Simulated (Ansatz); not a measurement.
# H on Rh(111), fcc start, 2x2 cell: photoemission fingerprints, part 2 of 4

Aim: how the adsorbate changes the work function, the valence spectrum and the core levels in H on Rh(111), fcc start, 2x2 cell.

Ansatz 0.2.0; DFT, PBE, plane-wave PAW, scalar-relativistic; PAW set soft_1.

So far, work function, upper face (eV): step 2 (the clean face) 5.14.

## 3. Relaxation

System of this step: H3Rh16. The cell holds 19 atoms: 3 H and 16 Rh. Its edges and angles: a = 5.416 Å, b = 5.416 Å, c = 22.484 Å, α = 90.0°, β = 90.0°, γ = 60.0°. It derives from Rh. How the cell was made: adsorbate; added: H; site: fcc; coverage 0.75 monolayer; cell: 2x2; on one face. Regions: ad, 3 atoms (3 H); L1, 4 atoms (4 Rh); L2, 4 atoms (4 Rh); L3, 4 atoms (4 Rh); rest, 4 atoms (4 Rh). Vacuum lies along c.

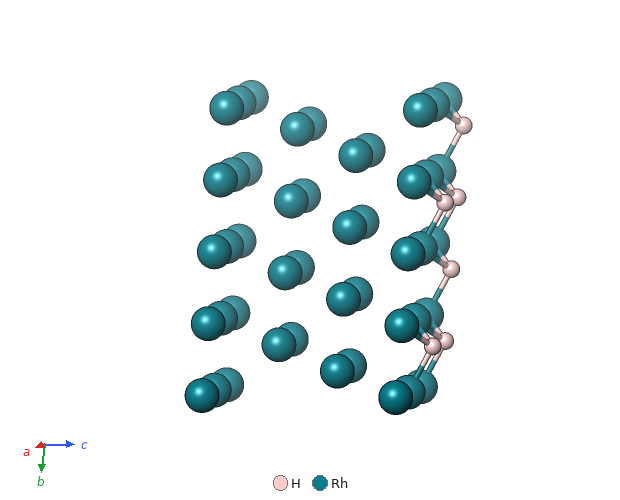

The cell of this step (hydrogen pink, rhodium blue). Bonds to atoms that aren't drawn are left out. 1×2×1 cells are drawn. Some periodic images of atoms are drawn too.

The cut or typed positions aren't at rest, and spectra shift with geometry, so the relaxation comes first. 8 atoms are held to stand for the bulk. A dipole correction cancels the field between unlike faces.

input.yaml

```yaml
crystal:
  lattice:
    - [5.4164379439, 0.0, 0.0]
    - [2.7082189719, 4.6907728574, 0.0]
    - [0.0, 0.0, 22.483754593]
  atoms:
    - { symbol: H, position: [0.168818205, 0.166666667, 0.66642582] }
    - { symbol: H, position: [0.66900996, 0.666666667, 0.66642582] }
    - { symbol: H, position: [0.169914868, 0.666666667, 0.66642582] }
    - { symbol: Rh, position: [0.0, 0.0, 0.628620746] }
    - { symbol: Rh, position: [0.5, 0.0, 0.628620746] }
    - { symbol: Rh, position: [0.0, 0.5, 0.628620746] }
    - { symbol: Rh, position: [0.5, 0.5, 0.628620746] }
    - { symbol: Rh, position: [0.833333333, 0.333333333, 0.530271891] }
    - { symbol: Rh, position: [0.333333333, 0.333333333, 0.530271891] }
    - { symbol: Rh, position: [0.833333333, 0.833333333, 0.530271891] }
    - { symbol: Rh, position: [0.333333333, 0.833333333, 0.530271891] }
    - { symbol: Rh, position: [0.166666667, 0.166666667, 0.431923035] }
    - { symbol: Rh, position: [0.666666667, 0.166666667, 0.431923035] }
    - { symbol: Rh, position: [0.166666667, 0.666666667, 0.431923035] }
    - { symbol: Rh, position: [0.666666667, 0.666666667, 0.431923035] }
    - { symbol: Rh, position: [0.0, 0.0, 0.33357418] }
    - { symbol: Rh, position: [0.5, 0.0, 0.33357418] }
    - { symbol: Rh, position: [0.0, 0.5, 0.33357418] }
    - { symbol: Rh, position: [0.5, 0.5, 0.33357418] }
kpoints:
  mp_grid: { grid: [6, 6, 1] }
scf:
  occupations: { method: fermi_dirac, width: 0.05 }
  n_extra_bands: 15
hamiltonian:
  xc: pbe
  pseudopotentials: { kind: paw, azcp: { folder: soft_1 } }
output:
  forces: true
  write_potential: true
  volumetric_format: []
efield:
  axis: 3
  dipole_correction: true
relax:
  f_tol: 0.03
  max_steps: 45
  constraints: [{ sites: [11, 12, 13, 14, 15, 16, 17, 18] }]
```

Run with:

```bash
$ ansatz run input.yaml --threads 8 --pin off --max-ram 40960MiB --backend cuda --events-out ev --progress --plain --runs-dir out
```

Numbers of over 12 decimals in the logs are rounded to 6 here.

Output:

```text
[...]
concurrent solve slots: 7 of 8 are kept, ahead of what memory takes: no pass of the eigensolver takes more rounds on 7
[...]
Crystal: 19 atoms, lattice volume = 571.251 Å³
Basis set: ecut = 420 eV, 11109 PW (Γ), exchange–correlation on 80×80×320 points (8 copies of the dense FFT grid, shifted against one another)
Bands: 153, of which v1, the nominal top of the filled ones, is band 138 counted from 1 (137 counted from 0)
Symmetry: 1 space group operations
[...]
k-points: 20 of 36 (time reversal used)
[...]
SCF iter   1: F=—  HF=-102497.541356 eV  |F-HF|=—  |Δ(HF+E_count)|=         —  Δρ=6.95e-2  dr2=3.78e1  ethr=3.10e-3  p=-0.000 e·Å  D=-8.00e-6 V/Å  ΔV_dip=0.00 eV  dr2_dipole=6.40e0  V_vac-E_F(+/−)=5.81/5.81 eV  ⟨swp⟩=7.4  Hψ=12252  notcnv=0
[...]
SCF iter   2: F=—  HF=-102502.287609 eV  |F-HF|=—  |Δ(HF+E_count)|=    4.75e0  Δρ=8.46e-2  dr2=4.48e1  ethr=3.10e-3  p=-0.052 e·Å  D=-1.63e-2 V/Å  ΔV_dip=0.37 eV  dr2_dipole=8.10e-1  V_vac-E_F(+/−)=5.56/5.19 eV  ⟨swp⟩=3.9  Hψ=8559  notcnv=0
[...]
SCF iter   9: F=-102489.605562 eV  HF=-102489.605567 eV  |F-HF|=5.67e-6  |Δ(HF+E_count)|=   1.64e-5  Δρ=3.90e-5  dr2=1.12e-5  ethr=8.18e-9  p=-0.006 e·Å  D=-1.75e-3 V/Å  ΔV_dip=0.04 eV  dr2_dipole=2.00e-7  V_vac-E_F(+/−)=5.20/5.16 eV  ⟨swp⟩=11.6  Hψ=30685  notcnv=0
SCF 1 converged in 9 iterations: F = -102489.605562 eV  dr2 = 1.12e-5
  Residual-converged pass: ⟨swp⟩=1.1  Hψ=3141  notcnv=0  max |occ|·‖R‖ = 7.0e-9 eV (tolerance 1.0e-8 eV)  dr2=1.12e-5  dr2_onsite=5.85e-7  max |Δocc| = 5.7e-11
[...]
relax step   1: F+E_penalty+E_count = -102489.60556171 eV  Δ(F+E_penalty+E_count) = +0.000e0 eV  max|allowed force component| = 7.058e-1 eV/Å  Δτ_max = 0.0000 Å  (9 SCF iters, dr2 threshold 2.25e-5 eV, accepted)
[...]
SCF 2 converged in 6 iterations: F = -102489.747337 eV  dr2 = 2.86e-5
[...]
relax step   2: F+E_penalty+E_count = -102489.74733660 eV  Δ(F+E_penalty+E_count) = -1.418e-1 eV  max|allowed force component| = 2.189e-1 eV/Å  Δτ_max = 0.0645 Å  (6 SCF iters, dr2 threshold 3.11e-5 eV, accepted)
[...]
SCF 3 converged in 6 iterations: F = -102489.756423 eV  dr2 = 9.35e-7
[...]
relax step   3: F+E_penalty+E_count = -102489.75642293 eV  Δ(F+E_penalty+E_count) = -9.086e-3 eV  max|allowed force component| = 3.520e-2 eV/Å  Δτ_max = 0.0193 Å  (6 SCF iters, dr2 threshold 3.00e-6 eV, accepted)
[...]
SCF 4 converged in 7 iterations: F = -102489.756919 eV  dr2 = 7.84e-8
relax step   4: F+E_penalty+E_count = -102489.75691930 eV  Δ(F+E_penalty+E_count) = -4.964e-4 eV  max|allowed force component| = 1.239e-2 eV/Å  Δτ_max = 0.0203 Å  (7 SCF iters, accepted)
[...]
SCF converged after 7 iterations
[...]
--- Relaxed structure (4 steps of the walk, 4 accepted, 0 SCFs on fresh bases) ---
  F+E_penalty+E_count = -102489.75691930 eV   max|allowed force component| = 1.239e-2 eV/Å
  atoms:
    - { symbol: H, position: [0.165452, 0.169090, 0.670133] }
    - { symbol: H, position: [0.669107, 0.665450, 0.670134] }
    - { symbol: H, position: [0.165477, 0.665464, 0.670131] }
    - { symbol: Rh, position: [-0.00557865, 0.00278654, 0.627339] }
    - { symbol: Rh, position: [0.502774, 0.00278359, 0.627341] }
    - { symbol: Rh, position: [-3.1029727810272245e-6, 0.500001, 0.628217] }
    - { symbol: Rh, position: [0.502779, 0.494434, 0.627340] }
    - { symbol: Rh, position: [0.833119, 0.333128, 0.528428] }
    - { symbol: Rh, position: [0.333736, 0.333128, 0.528428] }
    - { symbol: Rh, position: [0.833115, 0.833748, 0.528429] }
    - { symbol: Rh, position: [0.333323, 0.833333, 0.528603] }
    - { symbol: Rh, position: [0.166666667, 0.166667, 0.431923035] }
    - { symbol: Rh, position: [0.666667, 0.166667, 0.431923035] }
    - { symbol: Rh, position: [0.166667, 0.666666667, 0.431923035] }
    - { symbol: Rh, position: [0.666667, 0.666666667, 0.431923035] }
    - { symbol: Rh, position: [0.0, 0.0, 0.333574] }
    - { symbol: Rh, position: [0.5, 0.0, 0.333574] }
    - { symbol: Rh, position: [-2.7755575615628914e-17, 0.5, 0.333574] }
    - { symbol: Rh, position: [0.5, 0.5, 0.333574] }
```

It took 4.7 s on 1 × NVIDIA GB200 with 8 threads of Arm Neoverse V2, shared host; peak memory 1.5 GiB.

Step by step:

| step | energy less that of the first step (eV) | largest force component (eV/Å) |
| --- | --- | --- |
| 1 | 0.0000 | 0.7058 |
| 2 | -0.1418 | 0.2189 |
| 3 | -0.1509 | 0.0352 |
| 4 | -0.1514 | 0.0124 |

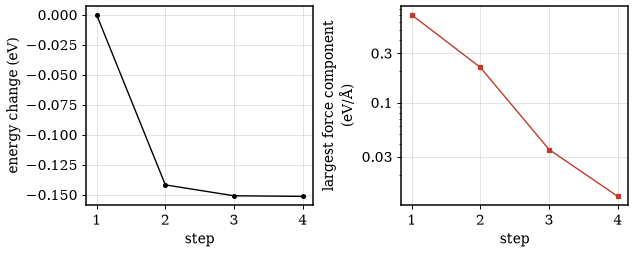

Energy and largest force along the relaxation.

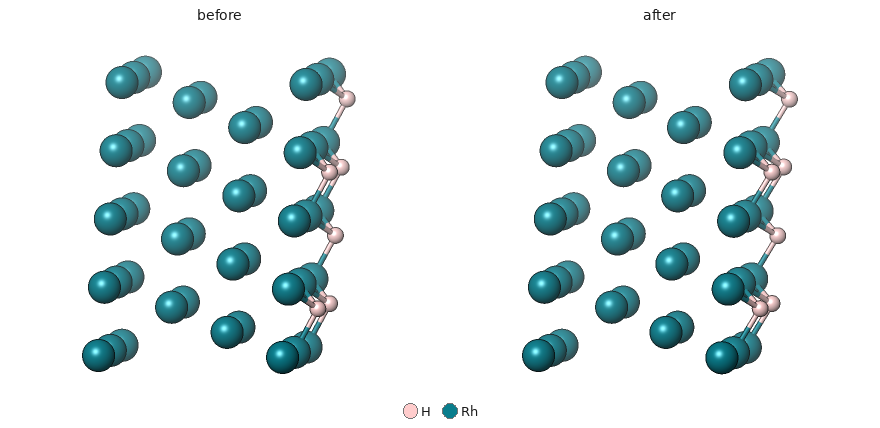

Before and after, at one scale. Bonds to atoms that aren't drawn are left out.

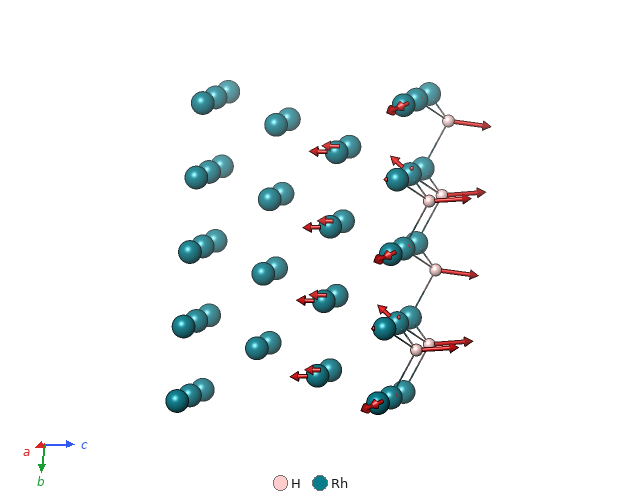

Displacements in the relaxation, exaggerated; the longest in the cell stands for 0.09 Å. Bonds to atoms that aren't drawn are left out. 1×2×1 cells are drawn. Some periodic images of atoms are drawn too.

The atoms that moved most (Å):

| atom | dx | dy | dz | length |
| --- | --- | --- | --- | --- |
| H3 | -0.027 | -0.006 | 0.083 | 0.088 |
| H1 | -0.012 | 0.011 | 0.083 | 0.085 |
| H2 | -0.003 | -0.006 | 0.083 | 0.084 |
| Rh8 | -0.002 | -0.001 | -0.041 | 0.042 |
| Rh9 | 0.002 | -0.001 | -0.041 | 0.041 |
| Rh10 | 0.000 | 0.002 | -0.041 | 0.041 |
| Rh4 | -0.023 | 0.013 | -0.029 | 0.039 |
| Rh7 | 0.000 | -0.026 | -0.029 | 0.039 |

This step gave:

```
free energy               : -102489.7569 eV
energy at zero smearing   : -102489.6511 eV
smearing term TS          : 0.2116 eV
Fermi energy              : 5.561 eV
symmetry operations       : 1
work function, upper face : 5.205 eV
work function, lower face : 5.149 eV
```

The relaxation ends 8.0 meV an atom lower, with a largest force component of 0.012 eV/Å on the free atoms. For the work function, upper face, step 2 gave 5.14 eV; this run, with 19 atoms, gives 5.21 eV.

(Continued in part 3 of 4.)

[Logs are printed without paths, hosts, clocks, repeated set-up lines and the standing remarks that a program may print on its own settings, such as how far it seeks lower states.]

[Hosts, paths, dates, database ids (printed as entryN), source tags and the programs' standing remarks are cut or masked in the printed files.]

[Maps of the electrostatic potential energy from Ansatz leave out the sawtooth potential of an applied field or a dipole correction, so their vacuum need not be flat; work functions include it.]
